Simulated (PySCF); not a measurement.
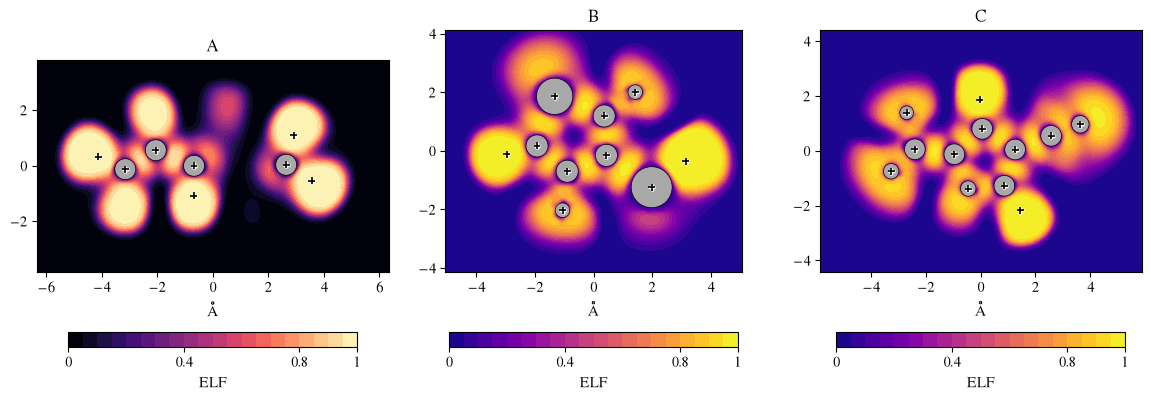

The ELF of 3 systems, each on a plane through atoms (crosses mark nuclei in the plane; grey discs cover the cores).

Level of theory: PySCF, PBE0/pcSseg-1, SCF density, gas phase, non-relativistic.

System 1: C6H2FNO2 (SMILES N#Cc1coc(C(=O)F)c1), the molecular plane. Geometry: GFN2-xTB.

```xyz
12

N    -3.1810    1.8302   -0.8333
C    -2.2836    1.2070   -0.4923
C    -1.1706    0.4483   -0.0836
C    -1.1397   -0.5358    0.8832
O     0.0771   -1.0388    1.0055
C     0.8762   -0.3970    0.1212
C     2.2805   -0.7596    0.0439
O     2.8932   -1.5646    0.6529
F     2.9013    0.0015   -0.9066
C     0.1517    0.5382   -0.5821
H    -1.9182   -0.9256    1.5110
H     0.5145    1.1955   -1.3458
```

System 2: C4H5F2PSi (SMILES Fc1c[pH]c(F)c1[SiH3]), the plane of atoms F1, C2 and C7. Geometry: GFN2-xTB.

```xyz
13

F    -0.0538   -2.2158   -0.4708
C     0.5168   -1.0055   -0.3670
C     1.8352   -0.7975   -0.5284
P     2.2036    0.9653   -0.4497
C     0.4644    1.2282    0.0335
F     0.0110    2.4538    0.3259
C    -0.3115    0.1292   -0.0351
Si   -2.1656   -0.0170    0.2931
H     2.5520   -1.5547   -0.7900
H     2.6982    0.9867    0.8585
H    -2.3151   -0.8625    1.4782
H    -2.6766    1.3303    0.5212
H    -2.7630   -0.6399   -0.8871
```

System 3: C7H15P, the plane of atoms H18, C7 and H20. Geometry: GFN2-xTB.

```xyz
23

C     3.5616    0.2497    0.1271
C     2.5988   -0.0175   -0.7376
C     1.2256    0.5488   -0.6727
P    -0.0034   -0.8176   -0.2875
C     0.4949   -1.0588    1.4800
C    -1.5207    0.2631   -0.0201
C    -2.0137    0.8118   -1.3552
C    -2.6214   -0.5607    0.6408
H     4.5387   -0.1959    0.0480
H     3.4139    0.9352    0.9465
H     2.7736   -0.7121   -1.5496
H     0.9525    0.9603   -1.6475
H     1.1544    1.3326    0.0864
H     0.3265   -0.1572    2.0684
H     1.5543   -1.3102    1.4979
H    -0.0614   -1.8876    1.9120
H    -1.2459    1.0974    0.6389
H    -2.9348    1.3757   -1.2142
H    -1.2790    1.4729   -1.8092
H    -2.2155   -0.0055   -2.0455
H    -3.5138    0.0475    0.7828
H    -2.8834   -1.4101    0.0124
H    -2.3067   -0.9350    1.6121
```

> Match each panel to its system.

Panel A is system 3, C7H15P: the plane holds C and H. C–C (1.32 Å): the ELF peaks at about 0.90 between the atoms; a multiple bond. Panel B is system 2, C4H5F2PSi: the plane holds F, C, P, Si and H. C–F (1.34 Å): the ELF peaks at about 0.85 between the atoms; a shared but strongly polarised pair. Panel C is system 1, C6H2FNO2: the plane holds N, C, O, F and H. C–N (1.14 Å): the ELF peaks at about 0.85 between the atoms (a short, multiple covalent bond).
